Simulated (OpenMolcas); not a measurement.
Energy and gradient calculation of SiHF$_{3}$ (part 1 of 2)

- system: SiHF$_{3}$, SMILES F[SiH](F)F
- method: BHLYP/def2-SVPD, RKS (OpenMolcas 26.06)

The geometry comes from this level: PBE0-D4/def2-TZVP.

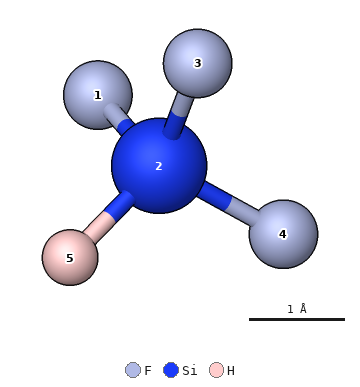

*The input geometry (ball-and-stick view, seen at a tilt; atoms are numbered from 1 in the order of the input).*

Bond lengths as drawn: F–Si 1.57 Å and H–Si 1.46 Å.

## The input
```
* F3HSi Kohn-Sham DFT
>>> EXPORT MOLCAS_PRINT=2

&GATEWAY
  BASLIB = $CurrDir
  COORD
  5
  angstrom
  F       -0.447100      -0.082200       1.491300
  Si       0.040700       0.001700      -0.001800
  F       -0.597100       1.281400      -0.657200
  F       -0.495900      -1.263300      -0.767200
  H        1.499400       0.062400      -0.065100
  BASIS = def2-SVPD
  GROUP = NoSym

&SEWARD
  GRIDINPUT
  Grid=UltraFine
  End of Grid

&SCF
  KSDFT = HYB_GGA_XC_BHANDHLYP
  THRESHOLDS = 1e-10 1e-07 1e-07 1e-05
  PRORBITALS = 1 2

&ALASKA
```

Run as:
```bash
export MOLCAS_MEM=1860
pymolcas calc.input > calc.log
```

## The program's output
```
--- Start Module: gateway ---

                                              &GATEWAY

                       available to each process: 1.9 GB of memory, 1 thread

 Basis Set     1 Label: F.DEF2-SVPD
 Basis set is read from library:.
 basistype.tbl is not found

 Basis Set     2 Label: SI.DEF2-SVPD
 Basis set is read from library:.
 basistype.tbl is not found

 Basis Set     3 Label: F.DEF2-SVPD
 Basis set is read from library:.
 basistype.tbl is not found

 Basis Set     4 Label: H.DEF2-SVPD
 Basis set is read from library:.
 basistype.tbl is not found

++    Symmetry information:
      ---------------------

                    Character Table for C1

                             E
                    a        1  x, y, xy, Rz, z, xz, Ry, yz, Rx, I
--

++    Basis set information:
      ----------------------

      Basis set label: F.DEF2-SVPD.........

      Electronic valence basis set:
      ------------------
      Associated Effective Charge   9.000000 au
      Associated Actual Charge      9.000000 au
      Nuclear Model: Point charge

      Shell  nPrim  nBasis  Cartesian Spherical Contaminant
         s       8       4        X
         p       5       3        X
         d       2       2                 X

      Basis set label: SI.DEF2-SVPD.........

      Electronic valence basis set:
      ------------------
      Associated Effective Charge  14.000000 au
      Associated Actual Charge     14.000000 au
      Nuclear Model: Point charge

      Shell  nPrim  nBasis  Cartesian Spherical Contaminant
         s      11       5        X
         p       7       3        X
         d       2       2                 X

      Basis set label: F.DEF2-SVPD.........

      Electronic valence basis set:
      ------------------
      Associated Effective Charge   9.000000 au
      Associated Actual Charge      9.000000 au
      Nuclear Model: Point charge

      Shell  nPrim  nBasis  Cartesian Spherical Contaminant
         s       8       4        X
         p       5       3        X
         d       2       2                 X

      Basis set label: H.DEF2-SVPD.........

      Electronic valence basis set:
      ------------------
      Associated Effective Charge   1.000000 au
      Associated Actual Charge      1.000000 au
      Nuclear Model: Point charge

      Shell  nPrim  nBasis  Cartesian Spherical Contaminant
         s       4       2        X
         p       2       2        X
--

++    Molecular structure info:
      -------------------------

                    ************************************************
                    **** Cartesian Coordinates / bohr, angstrom ****
                    ************************************************

     Center  Label                x              y              z                     x              y              z
        1      F1              -0.844897      -0.155335       2.818149             -0.447100      -0.082200       1.491300
        2      SI2              0.076912       0.003213      -0.003402              0.040700       0.001700      -0.001800
        3      F3              -1.128355       2.421495      -1.241928             -0.597100       1.281400      -0.657200
        4      F4              -0.937115      -2.387291      -1.449798             -0.495900      -1.263300      -0.767200
        5      H5               2.833455       0.117919      -0.123021              1.499400       0.062400      -0.065100

                    ***************************************
                    *    InterNuclear Distances / bohr    *
                    ***************************************

               1 F1            2 SI2           3 F3            4 F4            5 H5
    1 F1       0.000000
    2 SI2      2.972543        0.000000
    3 F3       4.817118        2.972324        0.000000
    4 F4       4.817208        2.972343        4.817074        0.000000
    5 H5       4.717565        2.761521        4.717453        4.717374        0.000000

                    *******************************************
                    *    InterNuclear Distances / angstrom    *
                    *******************************************

               1 F1            2 SI2           3 F3            4 F4            5 H5
    1 F1       0.000000
    2 SI2      1.573002        0.000000
    3 F3       2.549109        1.572886        0.000000
    4 F4       2.549157        1.572896        2.549086        0.000000
    5 H5       2.496428        1.461334        2.496368        2.496327        0.000000

                    **************************************
                    *    Valence Bond Angles / degree    *
                    **************************************
                          Atom centers                 Phi
                      1 F1       2 SI2      3 F3       108.25
                      1 F1       2 SI2      4 F4       108.25
                      1 F1       2 SI2      5 H5       110.66
                      3 F3       2 SI2      4 F4       108.25
                      3 F3       2 SI2      5 H5       110.67
                      4 F4       2 SI2      5 H5       110.66
--

            Nuclear Potential Energy            188.40785036 au

--- Stop Module: gateway /rc=_RC_ALL_IS_WELL_ ---

--- Start Module: seward ---

                                              &SEWARD

                       available to each process: 1.9 GB of memory, 1 thread

               SEWARD will generate:
                  Multipole Moment integrals up to order  2
                  Kinetic Energy integrals
                  Nuclear Attraction integrals (point charge)
                  One-Electron Hamiltonian integrals
                  Velocity integrals
                  Orbital angular momentum around ( -0.5848  -0.0243   0.0254 )
                  Velocity quadrupole around ( -0.5848  -0.0243   0.0254 )
                  Two-Electron Repulsion integrals

                   Integrals are discarded if absolute value <: 1.00E-14
                   Integral cutoff threshold is set to       <: 1.00E-16

            Nuclear Potential Energy            188.40785036 au

      Basis set specifications :
      Symmetry species         a
      Basis functions          101

--- Stop Module: seward /rc=_RC_ALL_IS_WELL_ ---
--- Module seward spent 3 seconds ---

--- Start Module: scf ---

                                                &SCF

                       available to each process: 1.9 GB of memory, 1 thread

 ###############################################################################
 ###     Minimized-density-differences option turned off!                    ###
 ###############################################################################
++    Input section:
      --------------

      Header of the integral files:

      Cartesian coordinates in angstrom:
      -----------------------------------------------------
      No.  Label        X            Y            Z
      -----------------------------------------------------
       1   F1        -0.44710000  -0.08220000   1.49130000
       2   SI2        0.04070000   0.00170000  -0.00180000
       3   F3        -0.59710000   1.28140000  -0.65720000
       4   F4        -0.49590000  -1.26330000  -0.76720000
       5   H5         1.49940000   0.06240000  -0.06510000
      -----------------------------------------------------
      Nuclear repulsion energy =  188.40785036
--

++    Orbital specifications:
      -----------------------

      Symmetry species               1
                                     a
      Frozen orbitals                0
      Occupied orbitals             21
      Secondary orbitals            80
      Deleted orbitals               0
      Total number of orbitals     101
      Number of basis functions    101
--

      Molecular charge                           0.000

      Numerical integration parameters
      --------------------------------
      Radial quadrature type:                         MHL
      Size of radial grid:                            99
      Lebedev angular grid:                           41
      Angular grid pruned with the crowding factor:  1.00E+10
                                 and fading factor:  1.00E+01
      Screening threshold for integral computation:   1.00E-11
      Radial quadrature accuracy:                     1.00E-25
      Maximum batch size:                             128
      AO values are stored on disk
      The same grid will be used for all iterations.

      DFT functional specifications
      -----------------------------
      Using Libxc version: 6.2.2
      Please cite the following reference:
      S. Lehtola, C. Steigemann, M. J.T. Oliveira, and M. A.L. Marques.,  SoftwareX 7, 1–5 (2018) doi:10.1016/j.softx.2017.11.002

      * BHandHLYP
        - Defined through Gaussian implementation. doi:

++    Optimization specifications:
      ----------------------------

      SCF Algorithm: Conventional
      D(i)-D(i-1) density differences are used
      Number of density matrices in core                 5
      Maximum number of NDDO SCF iterations            400
      Maximum number of HF SCF iterations              400
      Threshold for SCF energy change             1.00E-10
      Threshold for density matrix                1.00E-07
      Threshold for Fock matrix                   1.00E-07
      Threshold for linear dependence             1.00E-09
      Threshold at which DIIS is turned on        1.50E-01
      Maximum depth in the DIIS procedure                5
      Maximum depth in the BFGS Hessian update          30
      Threshold at which QNR/C2DIIS is turned on  7.50E-02
      Threshold for Norm(delta) (QNR/C2DIIS)      1.00E-05
      All orbitals punched on: SCFORB
--

      Input vectors read from INPORB
      Orbital file label: *Guess orbitals

++ Convergence information
                                   [...]      iterations: Energy and convergence statistics

Iter     Tot. [...]      One-elec.       Two-elec.     Energy      Max Dij or  Max Fij      DNorm      TNorm      AccCon     Time
         Energy          Energy          Energy        Change      Delta Norm                                                in Sec.
   1  -588.932689105 -1219.903779670   442.563240207   0.00E+00    2.78E-01*   1.47E-01*    8.34E+00   1.97E+02   None         2.
   2  -589.143298378 -1218.044911581   440.493762845  -2.11E-01*   1.14E-01*   1.03E-01*    5.01E+00   1.98E+02   EDIIS        1.
   3  -589.335422143 -1223.823885882   446.080613381  -1.92E-01*   2.23E-02*   4.25E-02*    1.32E+00   1.98E+02   c2DIIS       1.
   4  -589.395427762 -1220.675826806   442.872548687  -6.00E-02*   1.81E-02*   5.19E-03*    3.67E-01   1.98E+02   QNRc2DIIS    1.
   5  -589.395884955 -1221.331313979   443.527578666  -4.57E-04*   6.24E-03*   3.32E-03*    2.29E-01   1.98E+02   QNRc2DIIS    1.
   6  -589.396026984 -1221.088925639   443.285048297  -1.42E-04*   1.64E-03*   9.43E-04*    4.75E-02   1.98E+02   QNRc2DIIS    1.
   7  -589.396038242 -1221.101001685   443.297113085  -1.13E-05*   1.62E-04*   4.57E-05*    1.35E-02   1.98E+02   QNRc2DIIS    1.
   8  -589.396038295 -1221.101453529   443.297564876  -5.29E-08*   1.37E-05*   3.05E-06*    2.17E-03   1.98E+02   QNRc2DIIS    1.
   9  -589.396038295 -1221.101469483   443.297580830  -3.47E-10*   2.96E-06    8.57E-07*    9.43E-05   1.98E+02   QNRc2DIIS    1.
  10  -589.396038295 -1221.101467632   443.297578979  -2.13E-11    9.51E-07    2.82E-07*    2.84E-05   1.98E+02   QNRc2DIIS    1.
  11  -589.396038295 -1221.101468941   443.297580288   1.48E-12*   3.40E-07    1.96E-07*    5.95E-06   1.98E+02   QNRc2DIIS    1.
  12  -589.396038295 -1221.101468828   443.297580176  -6.82E-13    3.27E-08    1.35E-08     1.56E-06   1.98E+02   QNRc2DIIS    1.

       Convergence after  12 Iterations
--

 *****************************************************************************************************************************
 *                                             SCF/KS-DFT Program, Final results                                             *
 *                                                       Final Results                                                       *
 *****************************************************************************************************************************

::    Total KS-DFT energy                            -589.3960382951
      One-electron energy                           -1221.1014688284
      Two-electron energy                             443.2975801755
      Nuclear repulsion energy                        188.4078503578
      Kinetic energy (interpolated)                   586.8364354518
      Virial theorem                                    1.0043616972
      Total spin, S(S+1)                                0.0000000000
      Total spin, S                                     0.0000000000
      Max non-diagonal density matrix element           0.0000000122
      Max non-diagonal Fock matrix element              0.0000000060

      All orbitals with orbital energies smaller than  E(LUMO)+0.5 are printed

++    Molecular orbitals:
      -------------------

      Title: RKS-DFT orbitals

      Molecular orbitals for symmetry species 1: a
```
